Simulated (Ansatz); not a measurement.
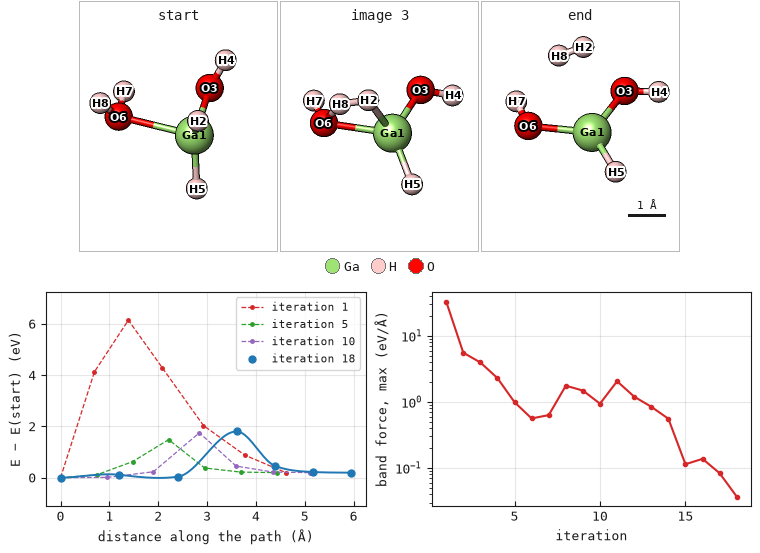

A nudged-elastic-band calculation for GaH5O2. Images are numbered from 0 (start) to 6 (end). The plot follows the band through its iterations. Style: ball-and-stick. Shown from a free direction.

Computed with RHF/def2-mTZVP (Ansatz 0.2.0). Run with 5 movable images; climbing image; force threshold 0.05 eV/Å; iteration limit 60; starting path through a guess of the saddle point.

How did the profile develop, and is the result final?

The run is converged, with reservations. The band converged in 18 iterations. The largest component of the band force went from 33 to 0.037 eV/Å. The climbing image converged on the top of the path. Its vibrational analysis gives one imaginary mode (1925i cm⁻¹), as a transition state must have. The first iteration put the highest image at 6.14 eV. The energy climbs by 1.80 eV to image 3 and then falls by 1.61 eV, so the end point sits at +0.20 eV. The profile has 2 maxima (images 1, 3) with a dip at image 2 (+0.04 eV), so the process runs in steps.

Limits of the set-up: Hartree-Fock leaves out electron correlation.

The run took 5.6 min on 1 thread of Arm Neoverse N1 (shared host), peak memory 0.19 GiB.
